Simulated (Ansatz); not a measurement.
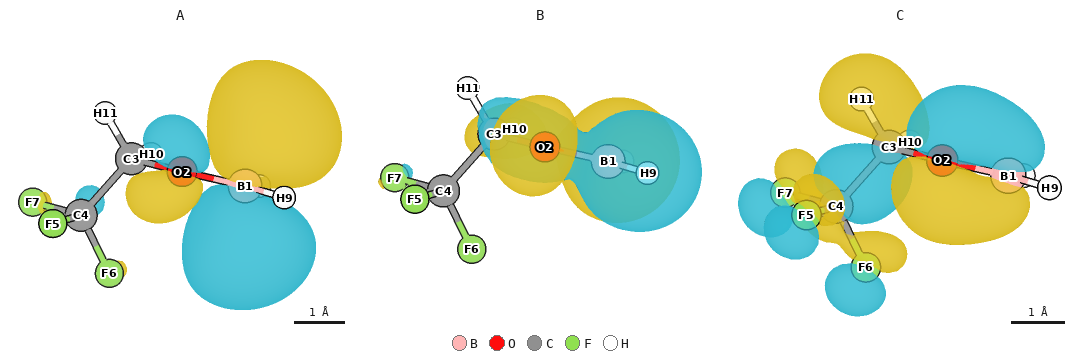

C₂H₄BF₃O (SMILES BOCC(F)(F)F). Three frontier orbitals at ±0.08 Å⁻³ᐟ² (yellow and cyan are the two phases), in no order.

Geometry: PBE0-D4/def2-TZVP.

All numbers below come from RKS PBE0-D4/def2-TZVPP (Ansatz).

Input

```
crystal:
  periodic: [false, false, false]
  atoms:
    - {symbol: B, position_ang: [-0.170504, -1.208951, 1.556791]}
    - {symbol: O, position_ang: [0.598583, -0.352498, 0.856874]}
    - {symbol: C, position_ang: [0.449238, -0.187191, -0.525306]}
    - {symbol: C, position_ang: [-0.123676, 1.182518, -0.825001]}
    - {symbol: F, position_ang: [0.655465, 2.164086, -0.373345]}
    - {symbol: F, position_ang: [-1.332282, 1.339411, -0.277517]}
    - {symbol: F, position_ang: [-0.249727, 1.330957, -2.149209]}
    - {symbol: H, position_ang: [-0.982267, -1.885497, 0.986391]}
    - {symbol: H, position_ang: [0.017141, -1.253771, 2.734479]}
    - {symbol: H, position_ang: [-0.223914, -0.933951, -0.957095]}
    - {symbol: H, position_ang: [1.427343, -0.251915, -1.006463]}
basis:
  gaussian: {orbitals: def2-TZVPP}
hamiltonian: {xc: pbe0, dispersion: d4}
output: {orbitals: {seedname: orbitals}}
```

Launched as:

```sh
ansatz run in.yaml --threads 4 --pin off --events-out ev --progress --plain --max-ram 11315MiB
```

Which picture is the HOMO−1, the HOMO and the LUMO?

C is the HOMO−1 (−10.02 eV). It lies mainly on O2 (about 40 %), C3 (about 15 %), C4 (about 10 %) and B1 (about 10 %). B is the HOMO (−9.18 eV). It lies mainly on B1 (about 25 %), O2 (about 25 %), H8 (about 20 %) and H9 (about 20 %). A is the LUMO (−0.81 eV). By Hirshfeld shares it lies mainly on B1 (about 65 %), O2 (about 15 %), H8 (about 10 %) and H9 (about 10 %).

What is the HOMO–LUMO gap?

8.37 eV between the orbital energies.
